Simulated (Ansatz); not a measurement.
# How basis sets differ on C2H6BClSi (SMILES BC1C[SiH]1Cl)

C2H6BClSi has 11 atoms, charge 0, and is taken as a singlet. As SMILES, `BC1C[SiH]1Cl`. The coordinates come from a PBE0-D4/def2-TZVP relaxation.

Each level gives the HOMO–LUMO gap (eV). The values are calculated.

```json
{"level": "HF/STO-3G", "kind": "Hartree–Fock", "program": "Ansatz", "value (eV)": "15.08"}
{"level": "HF/3-21G", "kind": "Hartree–Fock", "program": "Ansatz", "value (eV)": "12.67"}
{"level": "HF/6-31G* (spherical functions)", "kind": "Hartree–Fock", "program": "Ansatz", "value (eV)": "12.67"}
{"level": "HF/def2-SVP", "kind": "Hartree–Fock", "program": "Ansatz", "value (eV)": "12.56"}
```

The values span 12.56 to 15.08 eV. A Hartree–Fock LUMO above zero doesn't converge with the basis: it sinks as sets grow more diffuse. Orbital gaps aren't excitation energies.

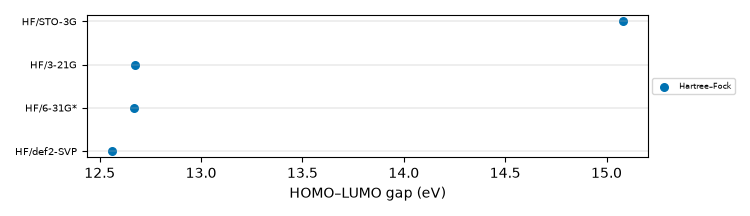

The values of the table, level by level.
